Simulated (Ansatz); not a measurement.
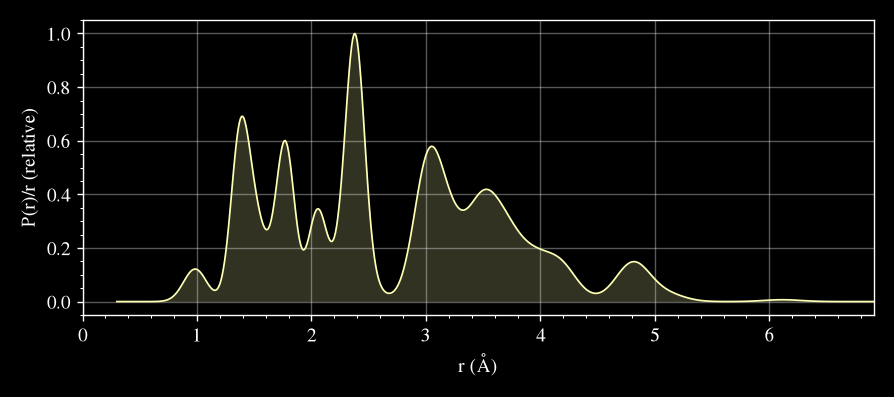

Simulated gas electron diffraction: radial distribution curve of BFH₆O₂Si₂. Each pair of atoms contributes with weight ZᵢZⱼ/r; damping constant 0.002 Å²; vibrational amplitudes assumed, not computed: 0.05 Å for bonds, 0.078 Å for bonds to H, 0.06 + 0.015 r up to 0.15 Å for other pairs. The geometry is the end point of an optimisation (RKS PBE-D4/6-31G (Ansatz)); it may be a saddle point or a higher isomer.

Q: Read the positions of the first 8 clear peaks and name the main pairs (– for bonds).

A: Peak 1, 0.98 Å: O–H 0.98 Å (×2)
Peak 2, 1.39 Å: F–B 1.38 Å, O–B 1.38 Å, Si–H 1.51–1.53 Å (×4), not resolved
Peak 3, 1.77 Å: Si–O 1.77 Å
Peak 4, 2.06 Å: Si–B 2.05 Å
Peak 5, 2.38 Å: F···O 2.33 Å, Si–Si 2.38 Å, not resolved
Peak 6, 3.05 Å: Si···F 2.99 Å, Si···O 3.04 Å, Si···H 3.11–3.23 Å (×5), O···B 3.22 Å, not resolved
Peak 7, 3.53 Å: Si···O 3.48–3.70 Å (×2), Si···B 3.54 Å, not resolved; in its flanks O···H 3.88–4.21 Å, F···O 3.92 Å, O···O 4.17 Å
Peak 8, 4.82 Å: O···H 4.69–5.15 Å (×2), Si···F 4.81 Å, F···H 5.09–5.10 Å (×2), not resolved
